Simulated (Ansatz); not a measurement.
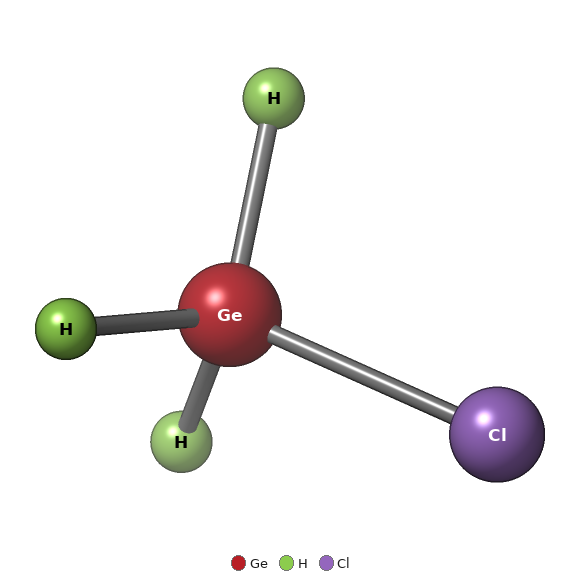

Atoms fade into the background with distance from the viewer. Computed geometry: PBE0-D4/def2-TZVP optimisation.

**Which symmetry elements does this geometry have?**

It has 1 C3 axis and 3 mirror planes, so the point group is C3v. The group has 6 operations. The geometry is achiral, and symmetry allows a dipole moment.
